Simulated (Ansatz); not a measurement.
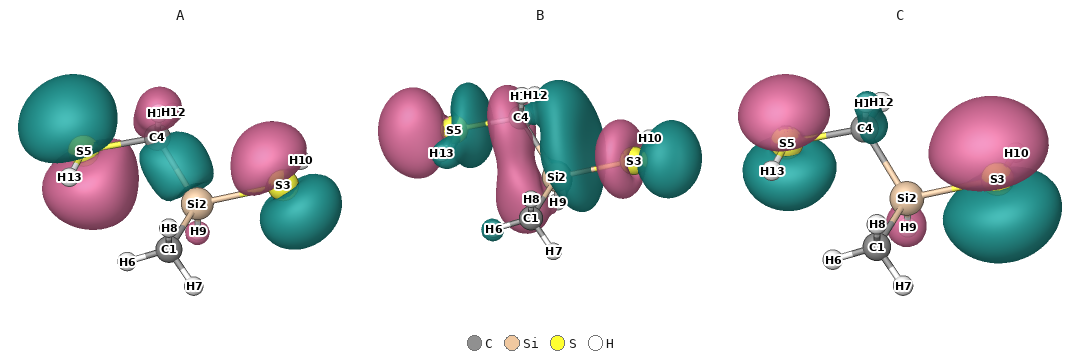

Figure. C2H8S2Si. Three frontier orbitals at ±0.08 Å⁻³ᐟ² (teal and pink are the two phases), in no order.

Method: RKS PBE-D4/6-31G in Ansatz.

```json
{"atom": "C", "x (Å)": "-1.5745", "y (Å)": "0.3630", "z (Å)": "-0.6577"}
{"atom": "Si", "x (Å)": "0.0144", "y (Å)": "-0.6388", "z (Å)": "-0.3183"}
{"atom": "S", "x (Å)": "-0.6907", "y (Å)": "-2.4618", "z (Å)": "0.8329"}
{"atom": "C", "x (Å)": "1.2650", "y (Å)": "0.3523", "z (Å)": "0.7513"}
{"atom": "S", "x (Å)": "1.8322", "y (Å)": "1.9456", "z (Å)": "-0.1432"}
{"atom": "H", "x (Å)": "-1.3399", "y (Å)": "1.2676", "z (Å)": "-1.2434"}
{"atom": "H", "x (Å)": "-2.2924", "y (Å)": "-0.2438", "z (Å)": "-1.2318"}
{"atom": "H", "x (Å)": "-2.0517", "y (Å)": "0.6632", "z (Å)": "0.2900"}
{"atom": "H", "x (Å)": "0.7078", "y (Å)": "-1.0740", "z (Å)": "-1.5913"}
{"atom": "H", "x (Å)": "0.5037", "y (Å)": "-3.1718", "z (Å)": "0.8084"}
{"atom": "H", "x (Å)": "0.8597", "y (Å)": "0.6062", "z (Å)": "1.7432"}
{"atom": "H", "x (Å)": "2.1929", "y (Å)": "-0.2225", "z (Å)": "0.8987"}
{"atom": "H", "x (Å)": "0.5940", "y (Å)": "2.5801", "z (Å)": "-0.1238"}
```

Question: Order the three orbitals by energy and name them.

Answer: C is the HOMO−1 (−6.01 eV). Its weight (Hirshfeld) is mainly on S3 (about 65 %) and S5 (about 20 %). A is the HOMO (−5.66 eV). By Hirshfeld shares it lies mainly on S5 (about 60 %), S3 (about 20 %) and C4 (about 10 %). B is the LUMO (−1.02 eV). It lies mainly on S5 (about 30 %), Si2 (about 20 %), S3 (about 20 %) and C4 (about 15 %).

Question: What is the HOMO–LUMO gap?

Answer: 4.64 eV between the orbital energies.
